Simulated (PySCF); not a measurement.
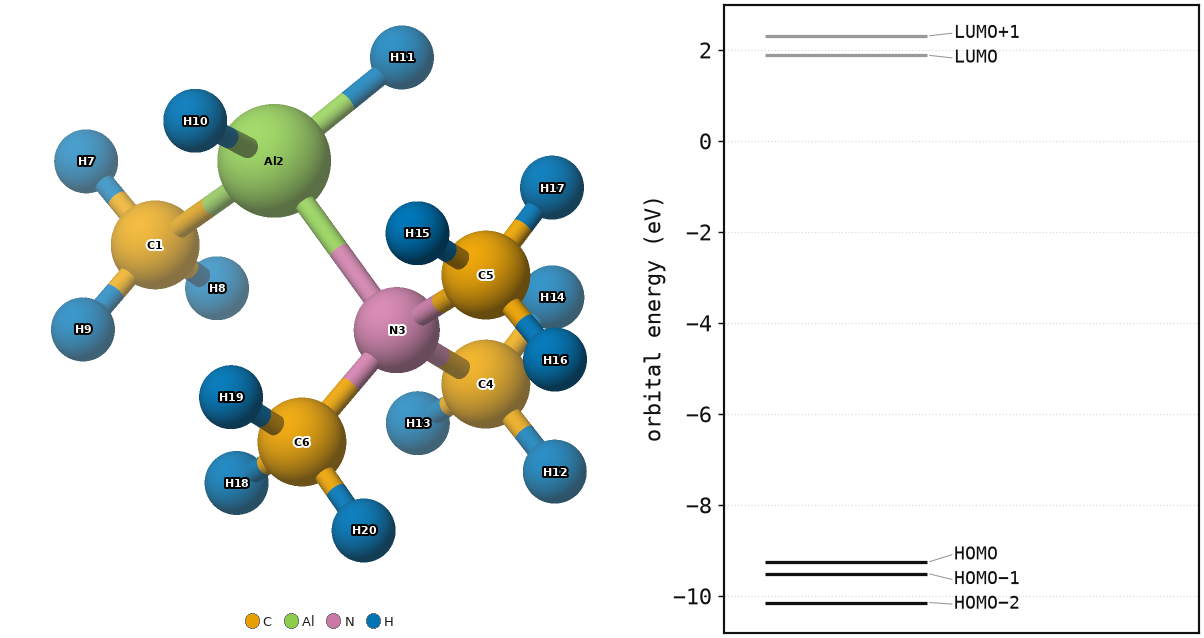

C₄H₁₄AlN, SMILES [CH3][AlH2-][N+](C)(C)C, singlet. Kohn-Sham orbital energies near the frontier, ωB97X-D/def2-SVPD (IEF-PCM tetrahydrofuran) in PySCF, at a PBE0-D3(BJ)/def2-SVP geometry (no frequency check); empty levels in grey, levels within 0.03 eV side by side.

> Where do the frontier orbitals lie?

HOMO at −9.24 eV, LUMO at 1.89 eV, 11.13 eV apart.

> How far below the HOMO does the next level lie?

0.27 eV.

> List the levels with the atoms that carry most of them (a dash for levels above zero or within 0.03 eV of another, where shares mean little).

| orbital | energy (eV) | Löwdin shares |
| --- | --- | --- |
| LUMO+1 | 2.32 | – |
| LUMO | 1.89 | – |
| HOMO | −9.24 | C1 43 %, Al2 23 %, H11/H10 7 % each |
| HOMO−1 | −9.51 | Al2 34 %, H10/H11 28 % each |
| HOMO−2 | −10.14 | N3 40 %, Al2 13 %, C6/C4 6 % each |

Known limits of this run: empty levels above zero depend strongly on the basis.
